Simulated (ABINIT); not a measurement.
# Quasiparticle gap of ZnSe (Stilleite) in ABINIT

How does a plane-wave GW calculation on ZnSe (Stilleite) run from the first input to the gap?

Calculated with ABINIT 10.8.3; PBE and many-body steps on it, plane waves.

**What was measured.**

- Gap 2.695 ± 0.003 eV: excitonic gap from free-exciton PL, not corrected for exciton binding; photoluminescence; 300 K; bulk crystal (Bridgman-grown crystal, polished and etched) (“Alloy Disordering Effects on the Thermal Conductivity and Energy Gap Temperature Dependence of Cd1−xZnxSe Ternary Crystals Grown by the Bridgman Method”, 2023, pmc:10253836).

## 1. The starting structure

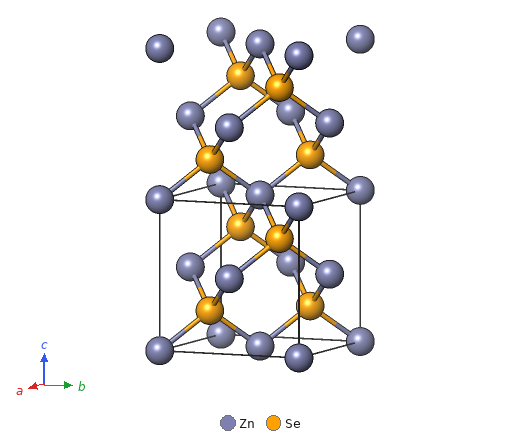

The cell as given, slightly off an axis (zinc blue, selenium orange). 1×1×2 cells are drawn. This picture shows the conventional cell, with its axes. Bonds to atoms that aren't drawn are left out. Some periodic images of atoms are drawn too.

The cell and positions come from the Crystallography Open Database and are kept as given unless a step says otherwise.

## 2. Ground state

This step: ABINIT 10.8.3; DFT, PBE, plane waves, norm-conserving pseudopotentials.

The ground-state density comes first.

Input file run.abi:

```
acell 3*1.0 Angstrom
rprim 
  -0.000000000000 2.833800000000 2.833800000000
  2.833800000000 -0.000000000000 2.833800000000
  2.833800000000 2.833800000000 0.000000000000
ntypat 2
znucl 30 34
natom 2
typat 1 2
xred 
  0.000000000000 0.000000000000 0.000000000000
  0.250000000000 0.250000000000 0.250000000000
pp_dirpath "pseudos"
pseudos "Zn.upf, Se.upf"
ecut 48
ngkpt 6 6 6
nshiftk 1
shiftk 0 0 0
kptopt 1
chksymbreak 0
nband 27
occopt 1
tolvrs 1e-10
nstep 60
prtwf 0
indata_prefix "in"
outdata_prefix "out"
tmpdata_prefix "tmp"
```

Command:

```
OMP_NUM_THREADS=1 mpirun -n 4 abinit run.abi > log
```

Numbers of over 12 decimals in the logs are rounded to 6 here.

Log:

```text
.Version 10.8.3 of ABINIT. v10.8.2 released Aug 2026.

 Symmetries : space group F-4 3 m (#216); Bravais cF (face-center cubic)
================================================================================
 Values of the parameters that define the memory need of the present run
     intxc =       0    ionmov =       0      iscf =       7    lmnmax =       6
     lnmax =       6     mgfft =      48  mpssoang =       3    mqgrid =    3001
     natom =       2  nloc_mem =       1    nspden =       1   nspinor =       1
    nsppol =       1      nsym =      24    n1xccc =    2501    ntypat =       2
    occopt =       1   xclevel =       2
-    mband =          27        mffmem =           1         mkmem =           4
       mpw =        4897          nfft =      110592          nkpt =          16
================================================================================
  Rough estimation (10% accuracy) of disk space for files :
================================================================================

--------------------------------------------------------------------------------
------------- Echo of variables that govern the present computation ------------
--------------------------------------------------------------------------------
 -outvars: echo values of preprocessed input variables --------
            acell      1.8897261259E+00  1.8897261259E+00  1.8897261259E+00 Bohr

      chksymbreak           0
             ecut      4.80000000E+01 Hartree
-          fftalg         312

              ixc     -101130
              kpt      0.00000000E+00  0.00000000E+00  0.00000000E+00
                       1.66666667E-01  0.00000000E+00  0.00000000E+00
                       3.33333333E-01  0.00000000E+00  0.00000000E+00
                       5.00000000E-01  0.00000000E+00  0.00000000E+00
                       1.66666667E-01  1.66666667E-01  0.00000000E+00
                       3.33333333E-01  1.66666667E-01  0.00000000E+00
                       5.00000000E-01  1.66666667E-01  0.00000000E+00
                      -3.33333333E-01  1.66666667E-01  0.00000000E+00
                      -1.66666667E-01  1.66666667E-01  0.00000000E+00
   [... 5 further rows ...]
                      -3.33333333E-01  3.33333333E-01  1.66666667E-01
                      -3.33333333E-01  5.00000000E-01  1.66666667E-01
         kptrlatt        6    0    0      0    6    0      0    0    6
          kptrlen      4.54395803E+01
P           mkmem           4
            natom           2
            nband          27
            ngfft          48      48      48
             nkpt          16
            nstep          60
             nsym          24
           ntypat           2
              occ      2.000000  2.000000  2.000000  2.000000  2.000000  2.000000
                       2.000000  2.000000  2.000000  2.000000  2.000000  2.000000
                       2.000000  2.000000  2.000000  2.000000  2.000000  2.000000
                       2.000000  2.000000  2.000000  2.000000  0.000000  0.000000
[...]
prtwf           0
            rprim     -0.0000000000E+00  2.8338000000E+00  2.8338000000E+00
[...]
spgroup         216

           tolvrs      1.00000000E-10

             xred      0.0000000000E+00  0.0000000000E+00  0.0000000000E+00
[...]
znucl       30.00000   34.00000

================================================================================

 chkinp: Checking input parameters for consistency.

================================================================================
== DATASET  1 ==================================================================
-   mpi_nproc: 4, omp_nthreads: 1 (-1 if OMP is not activated)

--- !DatasetInfo
iteration_state: {dtset: 1, }
dimensions: {natom: 2, nkpt: 16, mband: 27, nsppol: 1, nspinor: 1, nspden: 1, mpw: 4897, }
cutoff_energies: {ecut:  48.0, pawecutdg:  -1.0, }
electrons: {nelect:   4.40000000E+01, charge:   0.00000000E+00, occopt:   1.00000000E+00, tsmear:   1.00000000E-02, }

 Real(R)+Recip(G) space primitive vectors, cartesian coordinates (Bohr,Bohr^-1):
 R(1)=  0.0000000  5.3551059  5.3551059  G(1)= -0.0933688  0.0933688  0.0933688
 R(2)=  5.3551059  0.0000000  5.3551059  G(2)=  0.0933688 -0.0933688  0.0933688
 R(3)=  5.3551059  5.3551059  0.0000000  G(3)=  0.0933688  0.0933688 -0.0933688
 Unit cell volume ucvol=  3.0713845E+02 bohr^3
 Angles (23,13,12)=  6.00000000E+01  6.00000000E+01  6.00000000E+01 degrees

 getcut: wavevector=  0.0000  0.0000  0.0000  ngfft=  48  48  48
         ecut(hartree)=     48.000   => boxcut(ratio)=   2.03223

--- Pseudopotential description ------------------------------------------------
- Zn Generated using ONCVPSP code by D. R. Hamann
- 30.00000  20.00000  171031                  znucl, zion, pspdat
12 -101130 2 -1 1326                          pspcod,pspxc,lmax,lloc,mmax
     nproj     2     2     2
  pspatm : epsatm=   26.68164218
         --- l  ekb(1:nproj) -->
[...]
pspatm: atomic psp has been read  and splines computed

- Se Generated using ONCVPSP code by D. R. Hamann
- 34.00000  24.00000  171031                  znucl, zion, pspdat
12 -101130 2 -1 1214                          pspcod,pspxc,lmax,lloc,mmax
     nproj     2     2     2
  pspatm : epsatm=   25.39064422
         --- l  ekb(1:nproj) -->
[...]
pspatm: atomic psp has been read  and splines computed

   2.29118060E+03                                ecore*ucvol(ha*bohr**3)
--------------------------------------------------------------------------------

_setup2: Arith. and geom. avg. npw (full set) are    4879.338    4879.326

================================================================================

--- !BeginCycle
iteration_state: {dtset: 1, }
solver: {iscf: 7, nstep: 60, nline: 4, wfoptalg: 0, }
tolerances: {tolvrs: 1.00E-10, }

     iter   Etot(hartree)      deltaE(h)  residm     vres2
 ETOT  1  -544.98635842320    -5.450E+02 9.114E-01 4.653E+03
 ETOT  2  -546.40203433041    -1.416E+00 4.210E-02 7.770E+03
 ETOT  3  -547.23845527222    -8.364E-01 1.312E-02 1.052E+03
 ETOT  4  -547.31149392204    -7.304E-02 4.016E-03 3.977E+02
 ETOT  5  -547.35013234238    -3.864E-02 2.241E-03 5.298E+01
 ETOT  6  -547.35602524963    -5.893E-03 8.103E-04 1.388E+00
 ETOT  7  -547.35612893251    -1.037E-04 1.448E-04 3.923E-01
 ETOT  8  -547.35617116759    -4.224E-05 4.337E-05 4.472E-02
 ETOT  9  -547.35617617370    -5.006E-06 1.082E-05 5.496E-03
 ETOT 10  -547.35617686684    -6.931E-07 3.919E-06 5.544E-07
 ETOT 11  -547.35617686708    -2.417E-10 1.219E-06 1.127E-07
 ETOT 12  -547.35617686712    -3.763E-11 4.599E-07 6.262E-09
 ETOT 13  -547.35617686715    -2.808E-11 1.480E-07 2.773E-10
 ETOT 14  -547.35617686716    -1.398E-11 5.597E-08 1.371E-11

 At SCF step   14       vres2   =  1.37E-11 < tolvrs=  1.00E-10 =>converged.

 Cartesian components of stress tensor (hartree/bohr^3)
  sigma(1 1)= -3.24037045E-05  sigma(3 2)=  0.00000000E+00
  sigma(2 2)= -3.24037045E-05  sigma(3 1)=  0.00000000E+00
  sigma(3 3)= -3.24037045E-05  sigma(2 1)=  0.00000000E+00

--- !ResultsGS
iteration_state: {dtset: 1, }
comment   : Summary of ground state results
lattice_vectors:
- [ -0.0000000,   5.3551059,   5.3551059, ]
- [  5.3551059,  -0.0000000,   5.3551059, ]
- [  5.3551059,   5.3551059,   0.0000000, ]
lattice_lengths: [   7.57326,    7.57326,    7.57326, ]
lattice_angles: [ 60.000,  60.000,  60.000, ] # degrees, (23, 13, 12)
lattice_volume:   3.0713845E+02
convergence: {deltae: -1.398E-11, res2:  1.371E-11, residm:  5.597E-08, diffor: null, }
etotal    :  -5.47356177E+02
entropy   :   0.00000000E+00
fermie    :   1.53041323E-01
cartesian_stress_tensor: # hartree/bohr^3
- [ -3.24037045E-05,   0.00000000E+00,   0.00000000E+00, ]
- [  0.00000000E+00,  -3.24037045E-05,   0.00000000E+00, ]
- [  0.00000000E+00,   0.00000000E+00,  -3.24037045E-05, ]
pressure_GPa:   9.5335E-01
xred      :
- [  0.0000E+00,   0.0000E+00,   0.0000E+00, Zn]
- [  2.5000E-01,   2.5000E-01,   2.5000E-01, Se]
cartesian_forces: # hartree/bohr
- [  1.31811805E-23,   1.31811805E-23,  -3.95435415E-23, ]
- [ -1.31811805E-23,  -1.31811805E-23,   3.95435415E-23, ]
force_length_stats: {min:   4.37170300E-23, max:   4.37170300E-23, mean:   4.37170300E-23, }

 Integrated electronic density in atomic spheres:
 ------------------------------------------------
 Atom  Sphere_radius  Integrated_density
    1        2.00000         18.11040736
    2        2.00000         21.26036845
================================================================================

 ----iterations are completed or convergence reached----

 Mean square residual over all n,k,spin=   12.957E-11; max=  55.966E-09
 reduced coordinates (array xred) for    2 atoms
       0.000000000000      0.000000000000      0.000000000000
       0.250000000000      0.250000000000      0.250000000000
 rms dE/dt=  1.9965E-22; max dE/dt=  2.8234E-22; dE/dt below (all hartree)
    1       0.000000000000      0.000000000000     -0.000000000000
    2      -0.000000000000     -0.000000000000      0.000000000000

 cartesian coordinates (angstrom) at end:
    1      0.000000     0.000000     0.000000
    2      1.416900     1.416900     1.416900

 cartesian forces (hartree/bohr) at end:
    1      0.000000     0.000000    -0.000000
    2     -0.000000    -0.000000     0.000000
 frms,max,avg= 2.5240039E-23 3.9543542E-23   0.000E+00  0.000E+00  0.000E+00 h/b

 cartesian forces (eV/Angstrom) at end:
    1      0.000000     0.000000    -0.000000
    2     -0.000000    -0.000000     0.000000
 frms,max,avg= 1.2978950E-21 2.0334107E-21   0.000E+00  0.000E+00  0.000E+00 e/A
 length scales=  1.889726125908  1.889726125908  1.889726125908 bohr
              =  1.000000000000  1.000000000000  1.000000000000 angstroms
 prteigrs : about to open file out_EIG
 Fermi (or HOMO) energy (hartree) =   0.15304   Average Vxc (hartree)=  -0.36195
 Eigenvalues (hartree) for nkpt=  16  k points:
 kpt#   1, nband= 27, wtk=  0.00463, kpt=  0.0000  0.0000  0.0000 (reduced coord)
  -7.46293   -5.23849   -5.23849   -5.23849   -4.44962   -2.76502   -2.76502   -2.76502
  -1.56976   -1.56976   -1.56976   -1.56961   -1.56961   -0.33425   -0.08738   -0.08738
  -0.08738   -0.07385   -0.07385    0.15304    0.15304    0.15304    0.20039    0.36671
   0.36671    0.36671    0.51812
 prteigrs : prtvol=0 or 1, do not print more k-points.

--- !EnergyTerms
iteration_state     : {dtset: 1, }
comment             : Components of total free energy in Hartree
kinetic             :  2.38673621230762E+02
hartree             :  2.29158838384487E+02
xc                  : -5.13331538891217E+01
Ewald energy        : -2.44845014170202E+02
psp_core            :  7.45976485783275E+00
local_psp           : -5.91683585332825E+02
non_local_psp       : -1.34786647948093E+02
total_energy        : -5.47356176867160E+02
total_energy_eV     : -1.48943203428558E+04
band_energy         : -8.85655578376508E+01

 Cartesian components of stress tensor (hartree/bohr^3)
  sigma(1 1)= -3.24037045E-05  sigma(3 2)=  0.00000000E+00
  sigma(2 2)= -3.24037045E-05  sigma(3 1)=  0.00000000E+00
  sigma(3 3)= -3.24037045E-05  sigma(2 1)=  0.00000000E+00

-Cartesian components of stress tensor (GPa)         [Pressure=  9.5335E-01 GPa]
- sigma(1 1)= -9.53349902E-01  sigma(3 2)=  0.00000000E+00
- sigma(2 2)= -9.53349902E-01  sigma(3 1)=  0.00000000E+00
- sigma(3 3)= -9.53349902E-01  sigma(2 1)=  0.00000000E+00

== END DATASET(S) ==============================================================
================================================================================

 -outvars: echo values of variables after computation  --------
           etotal     -5.4735617687E+02
            nband          27
             nkpt          16
          spgroup         216
 [... the other variables as echoed above ...]

 Calculation completed.
```

The job ended after 23 s (4 MPI ranks of Arm Neoverse V2, shared host; peak memory 0.36 GiB; 91 s of CPU time).

Numbers from this step:

| Quantity | Value |
| --- | --- |
| total energy | -14894.3203 eV |
| gap | 1.288 eV |
| k of the valence top | 0, 0, 0 |
| k of the conduction bottom | 0, 0, 0 |
| least direct gap | 1.288 eV |
| pressure | 0.9534 GPa |

The gap is direct, at Γ.

The cutoff was set for levels, not for stress, so the pressure can be off by some GPa.

## 3. Empty states on the mesh, 4×4×4 mesh, 93 bands

The sums over transitions need many empty states on a uniform mesh; this step solves for them.

Edit run.abi of step 2 so:

```diff
@@ -15,3 +15,3 @@
 ecut 48
-ngkpt 6 6 6
+ngkpt 4 4 4
 nshiftk 1
@@ -20,7 +20,10 @@
 chksymbreak 0
-nband 27
-occopt 1
-tolvrs 1e-10
+iscf -2
+irdden 1
+istwfk *1
+nband 93
+nbdbuf 8
+tolwfr 1e-09
 nstep 60
-prtwf 0
+prtvol 0
 indata_prefix "in"
```

Log:

```text
.Version 10.8.3 of ABINIT. v10.8.2 released Aug 2026.

 Symmetries : space group F-4 3 m (#216); Bravais cF (face-center cubic)
[... echo of the input left out ...]
== DATASET  1 ==================================================================
-   mpi_nproc: 4, omp_nthreads: 1 (-1 if OMP is not activated)

--- !DatasetInfo
iteration_state: {dtset: 1, }
dimensions: {natom: 2, nkpt: 8, mband: 93, nsppol: 1, nspinor: 1, nspden: 1, mpw: 4910, }
cutoff_energies: {ecut:  48.0, pawecutdg:  -1.0, }
electrons: {nelect:   4.40000000E+01, charge:   0.00000000E+00, occopt:   1.00000000E+00, tsmear:   1.00000000E-02, }

 Real(R)+Recip(G) space primitive vectors, cartesian coordinates (Bohr,Bohr^-1):
 R(1)=  0.0000000  5.3551059  5.3551059  G(1)= -0.0933688  0.0933688  0.0933688
 R(2)=  5.3551059  0.0000000  5.3551059  G(2)=  0.0933688 -0.0933688  0.0933688
 R(3)=  5.3551059  5.3551059  0.0000000  G(3)=  0.0933688  0.0933688 -0.0933688
 Unit cell volume ucvol=  3.0713845E+02 bohr^3
 Angles (23,13,12)=  6.00000000E+01  6.00000000E+01  6.00000000E+01 degrees

 getcut: wavevector=  0.0000  0.0000  0.0000  ngfft=  48  48  48
         ecut(hartree)=     48.000   => boxcut(ratio)=   2.03223

--- Pseudopotential description ------------------------------------------------
- Zn Generated using ONCVPSP code by D. R. Hamann
- 30.00000  20.00000  171031                  znucl, zion, pspdat
12 -101130 2 -1 1326                          pspcod,pspxc,lmax,lloc,mmax
     nproj     2     2     2
  pspatm : epsatm=   26.68164218
         --- l  ekb(1:nproj) -->
             0    2.827643   -1.532764
             1   -4.632527   -1.324876
             2   -6.943520   -2.557073
 pspatm: atomic psp has been read  and splines computed

- Se Generated using ONCVPSP code by D. R. Hamann
- 34.00000  24.00000  171031                  znucl, zion, pspdat
12 -101130 2 -1 1214                          pspcod,pspxc,lmax,lloc,mmax
     nproj     2     2     2
  pspatm : epsatm=   25.39064422
         --- l  ekb(1:nproj) -->
[...]
pspatm: atomic psp has been read  and splines computed

--------------------------------------------------------------------------------

================================================================================
 prteigrs : about to open file out_EIG
 Non-SCF case, kpt    1 (  0.00000  0.00000  0.00000), residuals and eigenvalues=
  3.34E-10  7.74E-11  1.09E-10  7.85E-11  2.73E-10  2.82E-10  2.38E-10  2.65E-10
  2.62E-10  4.17E-10  6.76E-10  6.89E-10  8.10E-10  5.64E-11  3.21E-10  4.21E-10
  3.89E-10  6.70E-11  5.70E-11  1.67E-10  1.58E-10  6.36E-10  9.11E-10  5.40E-10
[...]
1.53E-05  2.54E-05  9.64E-05  2.31E-04  8.41E-04
 -7.4629E+00 -5.2385E+00 -5.2385E+00 -5.2385E+00 -4.4496E+00 -2.7650E+00
 -2.7650E+00 -2.7650E+00 -1.5698E+00 -1.5698E+00 -1.5698E+00 -1.5696E+00
 -1.5696E+00 -3.3425E-01 -8.7379E-02 -8.7379E-02 -8.7379E-02 -7.3851E-02
[...]
2.5579E+00  2.5579E+00  2.5971E+00  2.5971E+00  2.6585E+00  2.7155E+00
  2.7155E+00  2.7155E+00  2.8676E+00  2.8676E+00  2.8676E+00  2.9263E+00
[...]
prteigrs : prtvol=0 or 1, do not print more k-points.

--- !ResultsGS
iteration_state: {dtset: 1, }
comment   : Summary of ground state results
lattice_vectors:
- [ -0.0000000,   5.3551059,   5.3551059, ]
- [  5.3551059,  -0.0000000,   5.3551059, ]
- [  5.3551059,   5.3551059,   0.0000000, ]
lattice_lengths: [   7.57326,    7.57326,    7.57326, ]
lattice_angles: [ 60.000,  60.000,  60.000, ] # degrees, (23, 13, 12)
lattice_volume:   3.0713845E+02
convergence: {deltae:  0.000E+00, res2:  0.000E+00, residm:  9.980E-10, diffor:  0.000E+00, }
etotal    :  -5.47356177E+02
entropy   :   0.00000000E+00
fermie    :   1.53041323E-01
cartesian_stress_tensor: null
pressure_GPa: null
xred      :
- [  0.0000E+00,   0.0000E+00,   0.0000E+00, Zn]
- [  2.5000E-01,   2.5000E-01,   2.5000E-01, Se]
cartesian_forces: null
force_length_stats: {min: null, max: null, mean: null, }

 Integrated electronic density in atomic spheres:
 ------------------------------------------------
 Atom  Sphere_radius  Integrated_density
[...]
================================================================================

 ----iterations are completed or convergence reached----

 Mean square residual over all n,k,spin=   36.524E-11; max=  99.798E-11
 reduced coordinates (array xred) for    2 atoms
       0.000000000000      0.000000000000      0.000000000000
       0.250000000000      0.250000000000      0.250000000000

 cartesian coordinates (angstrom) at end:
    1      0.000000     0.000000     0.000000
    2      1.416900     1.416900     1.416900
 length scales=  1.889726125908  1.889726125908  1.889726125908 bohr
              =  1.000000000000  1.000000000000  1.000000000000 angstroms
 prteigrs : about to open file out_EIG
 Eigenvalues (hartree) for nkpt=   8  k points:
 kpt#   1, nband= 93, wtk=  0.01563, kpt=  0.0000  0.0000  0.0000 (reduced coord)
[...]
2.02271    2.02271    2.02271    2.04997    2.26098    2.55794    2.55794    2.55794
   2.59708    2.59708    2.65854    2.71552    2.71552    2.71552    2.86760    2.86760
   2.86761    2.92625    2.92639    2.98316    2.98741
 prteigrs : prtvol=0 or 1, do not print more k-points.

== END DATASET(S) ==============================================================
================================================================================

 -outvars: echo values of variables after computation  --------
            nband          93
             nkpt           8
          spgroup         216
 [... the other variables as echoed above ...]

 Calculation completed.
```

Run time: 20 s. Hardware: 4 MPI ranks; peak memory 0.35 GiB; 79 s of CPU time.

Numbers from this step:

```yaml
gap: 1.288 eV
k_of_the_valence_top: 0, 0, 0
k_of_the_conduction_bottom: 0, 0, 0
least_direct_gap: 1.288 eV
k_points_computed: 8
lowest_point_of_the_top_converged_band_above_the_valence_top: 64.5337 eV
```

On this mesh the gap is 1.288 eV.

(Continued in part 2 of 2.)

[Paths, hosts, dates, memory and timing lines, banners, echoed tables and standing remarks are left out of the program output.]

[Logs are printed without paths, hosts, clocks, repeated set-up lines and the standing remarks that a program may print on its own settings, such as how far it seeks lower states.]

[Runs of the session that timed out or met a known fault of the program may be left out.]

[Hosts, paths, dates, database ids (printed as entryN), source tags and the programs' standing remarks are cut or masked in the printed files.]

[G0W0 gaps are taken among the corrected bands and points alone; a level outside them can change the order at an edge.]

[Where Ansatz stands beside ABINIT at settings called matched, ABINIT's density can come from a denser mesh and the files from another edition; pairs whose starting gaps differed by over 0.03 eV were left out, so agreement reads better than it is.]
